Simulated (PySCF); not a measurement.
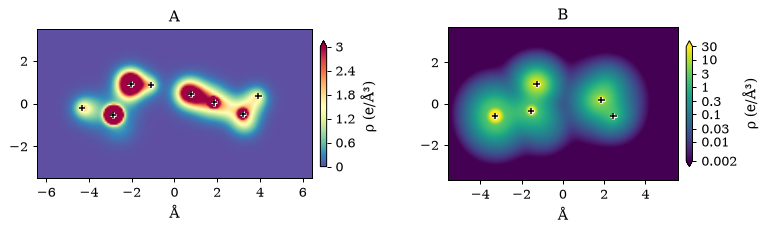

The electron density of 2 systems, each on a plane through atoms (crosses mark nuclei in the plane).

Level of theory: wB97M-D3(BJ)/def2-SVPD, SCF density, gas phase (PySCF 2.14.0).

System 1: H4OSi···C2H3N (SMILES O[SiH3].CC#N), the plane of atoms Si2, O1 and H3. Geometry: PBE0-D3(BJ)/def2-SVPD.

```yaml
atoms:
  - { symbol: O, position_ang: [-1.0194, -0.0019, -0.8365] }
  - { symbol: Si, position_ang: [0.3914, 0.1591, 0.0333] }
  - { symbol: H, position_ang: [-1.6704, -0.6288, -0.4792] }
  - { symbol: H, position_ang: [1.2039, 1.1962, -0.6615] }
  - { symbol: H, position_ang: [0.1336, 0.5913, 1.4441] }
  - { symbol: H, position_ang: [1.1665, -1.1213, 0.0900] }
  - { symbol: C, position_ang: [-3.9719, -3.5362, 2.0694] }
  - { symbol: C, position_ang: [-3.2944, -2.6158, 1.1767] }
  - { symbol: N, position_ang: [-2.7487, -1.8819, 0.4736] }
  - { symbol: H, position_ang: [-3.3795, -4.4541, 2.1804] }
  - { symbol: H, position_ang: [-4.0993, -3.0720, 3.0565] }
  - { symbol: H, position_ang: [-4.9597, -3.7944, 1.6658] }
```

System 2: CClF3···CH5N, the plane of atoms F4, C2 and Cl5. Geometry: PBE0-D3(BJ)/def2-SVPD.

```xyz
12

F    -0.7205   -0.8176   -0.7831
C    -0.0551   -0.0176    0.0281
F    -0.8747    0.8864    0.5226
F     0.4647   -0.7264    1.0120
Cl    1.2439    0.7866   -0.8703
C    -2.3315   -3.0000    1.1664
N    -2.5468   -1.6762    1.7170
H    -2.4667   -2.9698    0.0762
H    -1.2922   -3.3077    1.3486
H    -2.9928   -3.7906    1.5671
H    -2.3985   -1.6576    2.7203
H    -3.4909   -1.3468    1.5463
```

Question: Which map belongs to which system?

Answer: Panel A is system 1, H4OSi···C2H3N: the plane holds O, Si, H, C and N. N9···H3 (1.91 Å): the density falls to about 0.19 e/Å³ on the way (a closed-shell contact with the geometry of a hydrogen bond). Panel B is system 2, CClF3···CH5N: the plane holds C, F, Cl, N and H. C2···N7 (3.44 Å): the density falls to about 0.03 e/Å³ on the way (a weak contact between the two molecules).
